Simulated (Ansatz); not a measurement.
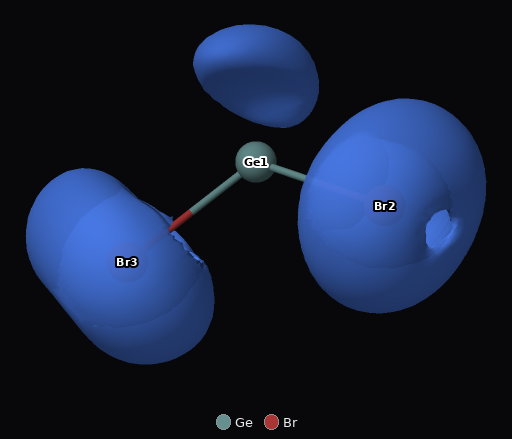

*Br2Ge (charge +1, doublet). Isosurface of the ELF at 0.75 (blue), seen at a tilt. Only the valence region is drawn (cores and ρ < 0.01 e/Å³ removed).*

Geometry: r2SCAN-D4/def2-TZVP.

Method: Ansatz, UKS PBE0-D4/def2-TZVP.

```xyz
3

Ge   -0.4903    0.4274    0.3317
Br    1.4815    0.0567    1.3132
Br   -0.9912   -0.4842   -1.6449
```

> Describe the localisation domains.

The ELF exceeds this value in one lobe on Ge, pointing away from the bonds (non-bonding electrons) and two regions wrapped around Br (the valence shell of each).

Values along the shortest contacts:
Ge–Br (2.23 Å): the ELF peaks at about 0.70 in the valence shell of Br, 1.0 Å from its nucleus, and is about 0.70 at the midpoint.
